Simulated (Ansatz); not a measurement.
Single-point calculation, with input and output: C₂H₇GaSi

C₂H₇GaSi, SMILES C1[CH2][GaH][SiH2]1, computed with RKS PBE-D4/def2-TZVPP (Ansatz 0.2.0).

The geometry comes from this level: PBE0-D4/def2-TZVP. Figures and captions count atoms from 1; the log counts them from 0 in places.

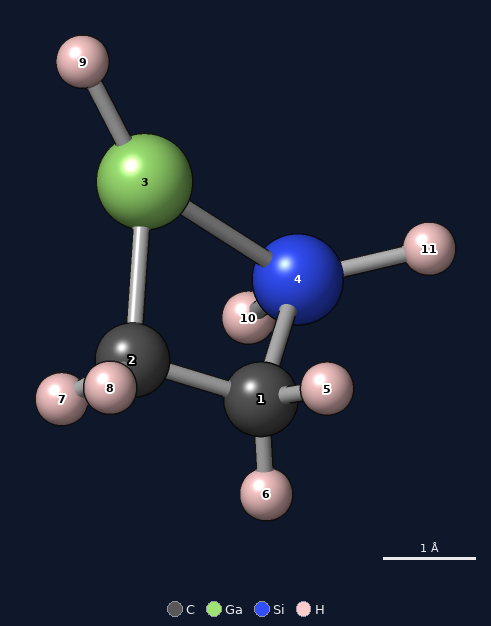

The structure (ball-and-stick view, seen at an oblique angle; atoms are numbered from 1 in the order of the input). Sticks mark near contacts.

Key numbers

```json
{"quantity": "outcome", "value": "converged"}
{"quantity": "total energy", "value": "−62428.9823 eV"}
{"quantity": "mean-field energy", "value": "−62428.7201 eV"}
{"quantity": "dispersion energy", "value": "−0.2622 eV"}
{"quantity": "SCF solution under orbital rotations", "value": "stable"}
{"quantity": "HOMO", "value": "−5.57 eV"}
{"quantity": "LUMO", "value": "−2.57 eV"}
{"quantity": "largest force (length of the vector)", "value": "0.220 eV/Å"}
{"quantity": "dipole moment", "value": "0.80 D"}
{"quantity": "hardware", "value": "4 threads of Intel Xeon, 163 GiB of memory available, shared host"}
{"quantity": "wall time", "value": "2.9 s (CPU time 9.9 s)"}
{"quantity": "peak memory", "value": "0.36 GiB"}
```

The input
```yaml
crystal:
  periodic: [false, false, false]
  atoms:
    - {symbol: C, position_ang: [-0.874763, 0.499817, 0.205179]}
    - {symbol: C, position_ang: [-0.340379, 0.070549, -1.182454]}
    - {symbol: Ga, position_ang: [1.573550, -0.259620, -0.653185]}
    - {symbol: Si, position_ang: [0.330670, -0.374936, 1.404836]}
    - {symbol: H, position_ang: [-0.750280, 1.579808, 0.338690]}
    - {symbol: H, position_ang: [-1.935835, 0.282045, 0.358402]}
    - {symbol: H, position_ang: [-0.761887, -0.899197, -1.473353]}
    - {symbol: H, position_ang: [-0.566001, 0.768998, -1.991533]}
    - {symbol: H, position_ang: [2.953882, -0.249543, -1.399067]}
    - {symbol: H, position_ang: [-0.136923, -1.764860, 1.694533]}
    - {symbol: H, position_ang: [0.573266, 0.290039, 2.718554]}
basis:
  gaussian: {orbitals: def2-TZVPP}
hamiltonian: {xc: pbe, dispersion: d4}
output: {forces: true, orbitals: {seedname: orbitals}}
```

Launch command:
```bash
ansatz run in.yaml --threads 4 --pin off --events-out ev --progress --plain --max-ram 10444MiB
```

The program's output
```
Functional definition: PBE
  name "PBE"
  cite "Perdew, Burke & Ernzerhof, Phys. Rev. Lett. 77, 3865 (1996) doi:10.1103/PhysRevLett.77.3865"
  parent pbe
  parameter kappa = 0.804
  parameter beta = 0.06672455060314922
  exchange = pbe_x(kappa = kappa, mu = beta*pi^2/3)
  correlation = pbe_c(beta = beta)
1429 factors; their error is unknown
mean field evaluation 1: about -62412.0533 eV, gradient 8.7e1 eV
mean field evaluation 2: about -62294.8517 eV, gradient 1.9e2 eV
mean field evaluation 4: about -62428.2991 eV, gradient 1.3e1 eV
mean field evaluation 8: about -62428.7633 eV, gradient 1.1e-1 eV
mean field evaluation 16: about -62428.7200 eV, gradient 5.1e-4 eV
mean field -62428.72003687 eV, -2294.2131456486 hartree, gradient 2.6e-5 eV, S^2 0.000000; 0 other end points of the search recorded, 0 dependent functions left out
the calculation of the forces begins
reference -62428.72008477 eV, -2294.2131474091 hartree; 32, 32 occupied and 218, 218 virtual orbitals, 1429 factors
Total energy: -62428.98232073 eV, -2294.2227844029 hartree
Atom 0 at    -0.874763     0.499817     0.205179 Å, force     0.002736     0.007909     0.000009 eV/Å
Atom 1 at    -0.340379     0.070549    -1.182454 Å, force    -0.030813     0.017307     0.000821 eV/Å
Atom 2 at     1.573550    -0.259620    -0.653185 Å, force     0.139028    -0.057747    -0.000121 eV/Å
Atom 3 at     0.330670    -0.374936     1.404836 Å, force     0.105634     0.003289     0.039190 eV/Å
Atom 4 at    -0.750280     1.579808     0.338690 Å, force     0.014190     0.196491     0.032260 eV/Å
Atom 5 at    -1.935835     0.282045     0.358402 Å, force    -0.210254    -0.044143     0.039659 eV/Å
Atom 6 at    -0.761887    -0.899197    -1.473353 Å, force    -0.064266    -0.182888    -0.070672 eV/Å
Atom 7 at    -0.566001     0.768998    -1.991533 Å, force    -0.025016     0.131454    -0.174509 eV/Å
Atom 8 at     2.953882    -0.249543    -1.399067 Å, force     0.098921     0.011938    -0.051815 eV/Å
Atom 9 at    -0.136923    -1.764860     1.694533 Å, force    -0.047847    -0.144097     0.028269 eV/Å
Atom 10 at     0.573266     0.290039     2.718554 Å, force     0.017686     0.060488     0.156910 eV/Å
Dipole moment:    -0.032666     0.058685    -0.151983 e Å
```

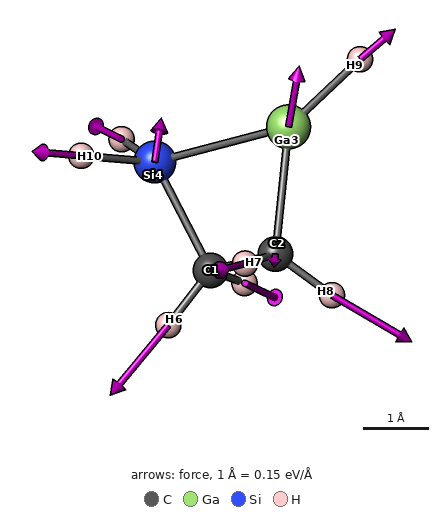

Forces on the atoms as pink arrows (ball-and-stick view, seen at a tilt; atoms are numbered from 1 in the order of the input); the smallest are left out. The largest act on H6, H8 (0.22 eV/Å); H7 (0.21 eV/Å); H5 (0.20 eV/Å); H11 (0.17 eV/Å), among others. The geometry is not a stationary point of this energy.

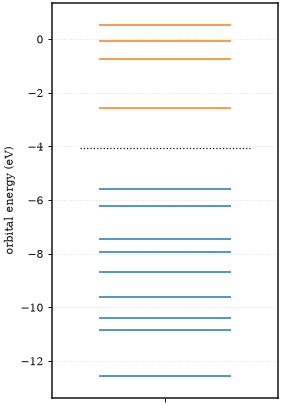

Orbital energies near the frontier; the dotted line parts filled from empty levels, and levels within 0.02 eV of each other stand side by side. Highest filled −5.57 eV, lowest empty −2.57 eV, 3.00 eV apart.
